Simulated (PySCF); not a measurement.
# BPb: from the state search to spectroscopic constants

Aim: find the lowest electronic state of BPb, scan its bond at several levels of theory, and get bond length, wavenumber and dissociation energy from each curve.

The runs use PySCF 2.14.0; B def2-SVPD, Pb def2-SVPD with ECP60, scalar-relativistic core potentials.

**1. Input**

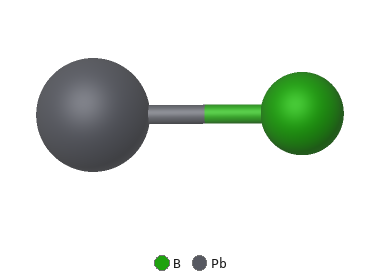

The two atoms at the starting distance (boron green, lead dark grey).

The job is set up so:

```yaml
atoms: B, Pb
charge: 0
basis: B def2-SVPD, Pb def2-SVPD with ECP60
Hamiltonian: scalar-relativistic core potentials
basis_functions: 52
electrons_treated: 27
masses_in_u: 11.0093, 207.9766
levels: PBE0, PBE, r²SCAN, BLYP, M06-2X, BP86, HF, MP2, SCS-MP2, CCSD, CCSD(T)
grid: 80 radial by 434 angular points
occupations: held fixed by the projection of orbital angular momentum
dissociation_limit: B + Pb, each in its ground configuration
starting_distance_in_angstrom: 2.210
values_of_2S_to_try: 1, 3
```

Launch:

```console
$ OMP_NUM_THREADS=1 python dia.py task.json out
```

Further steps of the session: First curve: PBE0; Excited determinants; PBE; r²SCAN (meta-GGA); BLYP; M06-2X; BP86; UHF (mean field); MP2 and coupled cluster.

**Question.** What will these runs give? Wanted: for each run, Re; ωe; De; μ.

**Answer**, as computed:

Lowest PBE0 solution found, without spin–orbit coupling: ⁴Σ⁻ (quartet), unpaired electrons σ ↑, π ↑↑. State 2 has its PBE0 minimum 0.34 eV higher, as a spin-mixed determinant (⟨S²⟩ = 1.77), so this is no gap between pure states. State 3 has its PBE0 minimum 0.37 eV higher, as a spin-mixed determinant (⟨S²⟩ = 1.76), so this is no gap between pure states. State 4 has its PBE0 minimum 0.95 eV higher. The other levels ran on the lowest alone.

```csv
level,Re (Å),ωe (cm⁻¹),De (eV),μ (D)
UHF,2.241,495,1.22,1.40
UHF-MP2,2.243,594,2.26,n/a
UHF-SCS-MP2,2.251,571,1.87,n/a
UHF-CCSD,2.277,491,1.99,n/a
UHF-CCSD(T),2.283,492,2.15,n/a
PBE,2.283,490,2.87,2.01
BLYP,2.312,462,2.54,1.97
BP86,2.290,482,2.77,1.93
r²SCAN,2.263,512,2.75,1.78
PBE0,2.253,518,2.59,1.93
M06-2X,2.258,499,2.23,1.80
```

De is counted to B + Pb in their ground configurations. A positive dipole means B(−)Pb(+).

What this shows: Bond lengths run from 2.241 Å (UHF) to 2.312 Å (BLYP). Of the levels with a De here, UHF gives the least (1.22 eV) and PBE the most (2.87 eV).

Correlated steps freeze 5 core orbitals. Spin–orbit coupling is left out, which matters for elements this heavy, above all for dissociation energies. T1 is 0.021 near the minimum (highest on the curve 0.053), which may point to more than one leading configuration. With spin–orbit coupling the term label itself may not hold.
